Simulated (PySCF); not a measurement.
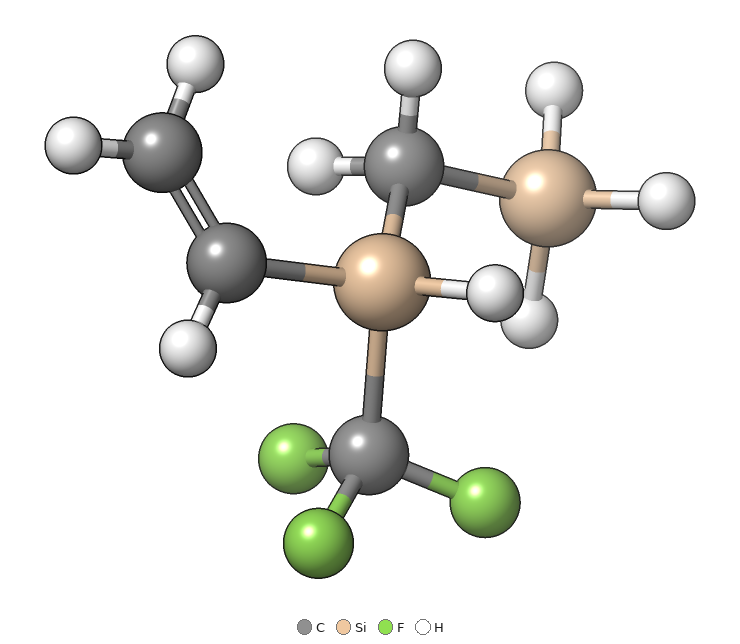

Computed geometry: GFN2-xTB optimisation. No frequency run is at hand to confirm it as a minimum. Method: PBE0/pcSseg-1, gas phase (PySCF 2.14.0).

Predict the main results.

The species is C₄H₉F₃Si₂ (`C=C[Si@H](C[SiH3])C(F)(F)F`).
- dipole moment: 3.21 D
- HOMO energy (Kohn–Sham orbital): −8.33 eV
- LUMO energy (Kohn–Sham orbital): −0.79 eV
- HOMO–LUMO gap: 7.54 eV

The geometry is semi-empirical. Around Si such bond lengths and angles can be off by a tenth of an ångström or more and by several degrees, and values that hang on the shape move with them.
